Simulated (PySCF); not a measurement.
**BrGeH₇Si₂ (SMILES [GeH3][SiH2][SiH2]Br): density, localisation and related maps**

```xyz
11

Ge   -2.0368    0.0111    0.0015
Si    0.1493   -0.6840    0.6552
Si    1.7527    0.5372   -0.5322
Br    3.7959   -0.1073    0.1082
H    -2.2053    1.5210    0.2533
H    -2.2437   -0.2598   -1.5002
H    -3.1127   -0.7486    0.7981
H     0.3370   -2.1372    0.3553
H     0.3516   -0.4562    2.1192
H     1.6308    0.2996   -2.0009
H     1.6274    2.0008   -0.2676
```

Geometry: PBE0-D3(BJ)/def2-SVP.

The calculation used B3LYP/def2-SVPD, SCF density, gas phase (PySCF 2.14.0).

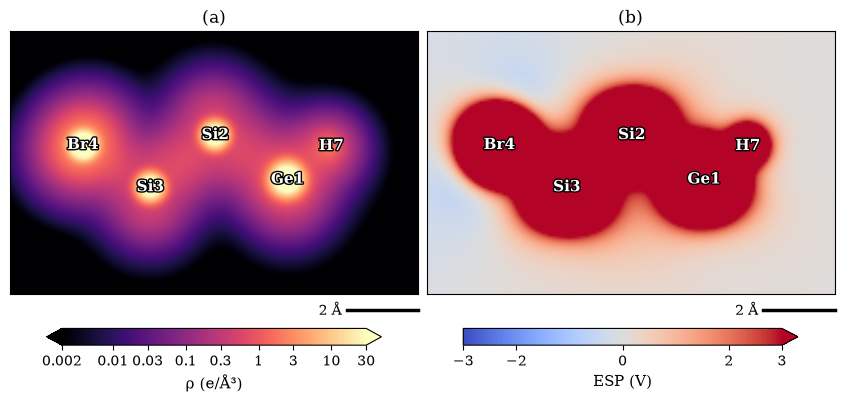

Figure 1. (a) electron density; (b) molecular electrostatic potential on the plane of atoms Si2, Si3 and Br4.

Interpret the plot.

Answer. The plane passes through Ge, Si, Br and H nuclei.
Si–Br (2.24 Å): ρ is about 0.74 e/Å³ halfway.
Si–Si (2.34 Å): ρ is about 0.65 e/Å³ halfway.
Si–Ge (2.39 Å): the density is about 0.6 e/Å³ at the midpoint.
Ge–H (1.54 Å): ρ is about 1 e/Å³ halfway.
Outside the dense part of the molecule the potential is most negative (−0.5 V) near Br4.

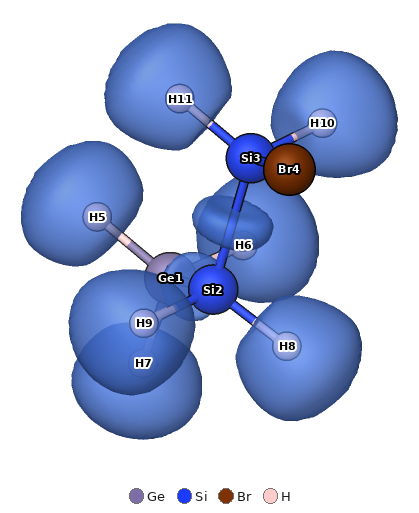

Figure 2. Isosurface of the ELF at 0.9 (blue), seen at an oblique angle. Core shells and regions of very low density are left out.

Where are the electrons localised?

Answer. The ELF exceeds this value in one region between bonded Ge–Si atoms (shared pairs), one region between bonded Si–Si atoms (shared pairs) and seven regions around hydrogen nuclei.


Si–Br (2.24 Å): the ELF peaks at about 0.85 between the atoms; a shared but strongly polarised pair. Si–Si (2.34 Å): the ELF peaks at about 1 between the atoms, as expected for localised, covalent bonding.

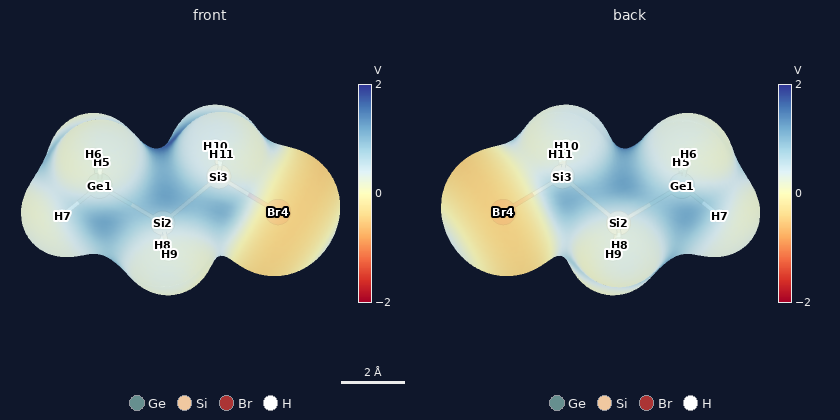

Figure 3. The electrostatic potential painted on the density surface at 0.002 e/bohr³, seen from the front and from behind; red is negative and blue positive.

Which sites attract a positive test charge, and which a negative one?

Answer. A positive charge is drawn to the negative regions and a negative charge to the positive ones. The most negative region (about −0.5 V, or −12 kcal/mol for a unit charge) lies over Br4, the most positive (about +1.6 V, or +37 kcal/mol for a unit charge) over Ge1 and Si3. Br4 shows a σ-hole: about +0.4 V, or +9 kcal/mol for a unit charge at the tip opposite its bond, against about −0.4 V, or −9 kcal/mol for a unit charge on its flanks.
